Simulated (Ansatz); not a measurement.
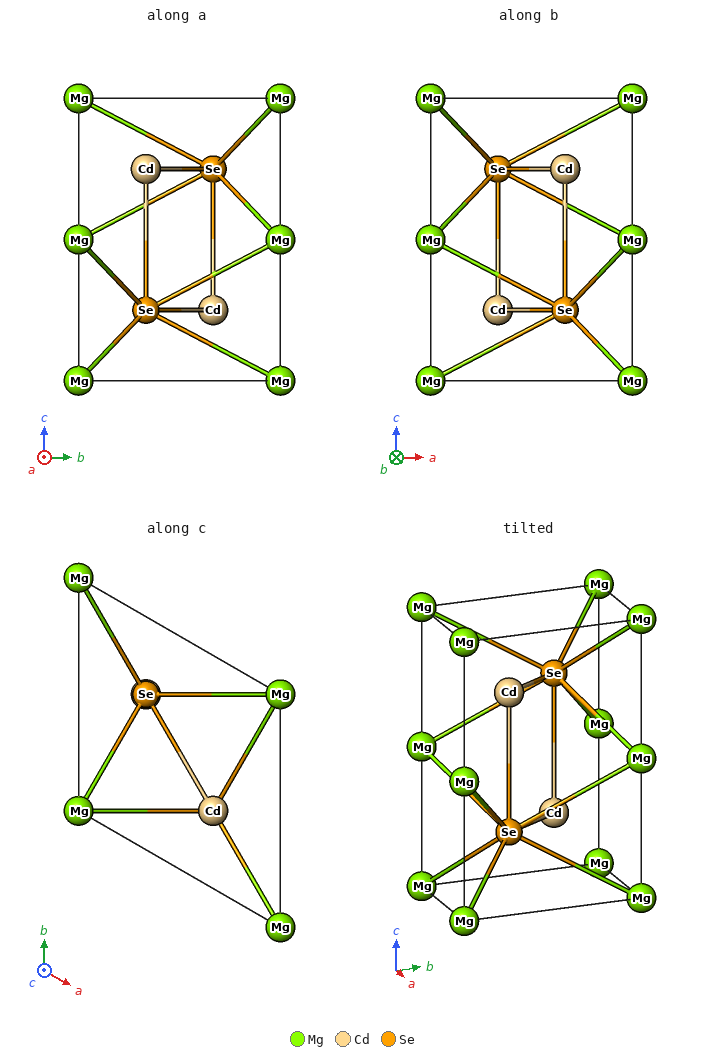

Figure: ball-and-stick view along the a axis, along the b axis, along the c axis and slightly off an axis. The wireframe shows the conventional unit cell.

Lattice parameters: a = 5.076 Å, b = 5.076 Å, c = 6.149 Å, α = 90.00°, β = 90.00°, γ = 120.00°.

Q: Convert the drawing into a table of Wyckoff sites.

A: Space group P6_3/mmc (No. 194).
```json
{"atom": "Mg", "site": "2a", "x": "0.0000", "y": "0.0000", "z": "0.0000"}
{"atom": "Cd", "site": "2c", "x": "0.6667", "y": "0.3333", "z": "0.7500"}
{"atom": "Se", "site": "2d", "x": "0.6667", "y": "0.3333", "z": "0.2500"}
```

Origin of the cell: a structure type filled with these elements by a generator (whether the compound takes this form wasn't checked). Relaxation method: DFT PBE, scalar-relativistic, plane waves, PAW (Ansatz).
